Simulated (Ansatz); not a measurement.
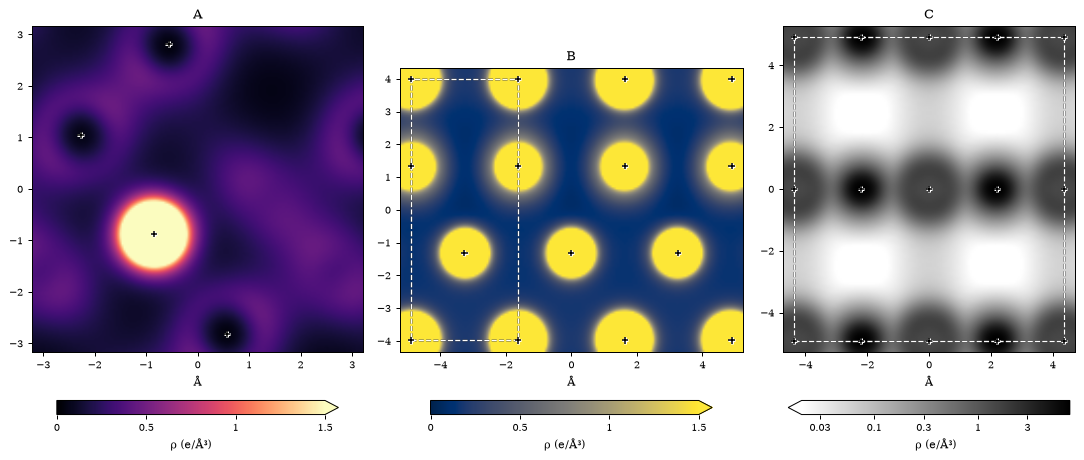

The valence pseudo-density of 3 systems, each on a plane through atoms (crosses mark nuclei in the plane).

Theory: DFT PBE, scalar-relativistic, plane waves, PAW in Ansatz.

System 1: HfTiSe, the (110) plane of the conventional cell. Space group P-6m2; a structure generated by program, which may or may not match a known phase; spin-polarised.

```
Hf Ti Se
1.0
     4.60232    0.00000    0.00000
    -2.30116    3.98573    0.00000
     0.00000    0.00000    3.25982
Hf Ti Se
1 1 1
Direct
  0.66667 0.33333 0.00000
  0.00000 0.00000 0.50000
  0.33333 0.66667 0.00000
```

System 2: La$_{3}$O$_{2}$, the (11̄0) plane of the conventional cell. Space group I4/mmm; a structure generated by program, which may or may not match a known phase; computed without spin polarisation.

```xyz
10
Lattice="6.9597 0.0000 0.0000 0.0000 6.9597 0.0000 0.0000 0.0000 8.7536" Properties=species:S:1:pos:R:3 pbc="T T T"
La    0.0000    3.4798    0.0000
La    3.4798    0.0000    4.3768
La    3.4798    0.0000    0.0000
La    0.0000    3.4798    4.3768
La    0.0000    0.0000    4.3768
La    3.4798    3.4798    0.0000
O     0.0000    3.4798    2.1884
O     3.4798    0.0000    6.5652
O     3.4798    0.0000    2.1884
O     0.0000    3.4798    6.5652
```

System 3: Si$_{4}$O, the (111) plane of the conventional cell. Space group P4/m; a structure generated by program, which may or may not match a known phase.

Match each panel to its system.

Panel A is system 3, Si$_{4}$O: the plane holds Si and O. Si–O (2.40 Å): the density is about 0.28 e/Å³ at the midpoint. Panel B is system 1, HfTiSe: the plane holds Hf, Ti and Se. Hf–Se (2.66 Å): the density is about 0.38 e/Å³ at the midpoint. Panel C is system 2, La$_{3}$O$_{2}$: the plane holds La and O. La–O (2.19 Å): ρ is about 0.75 e/Å³ halfway.
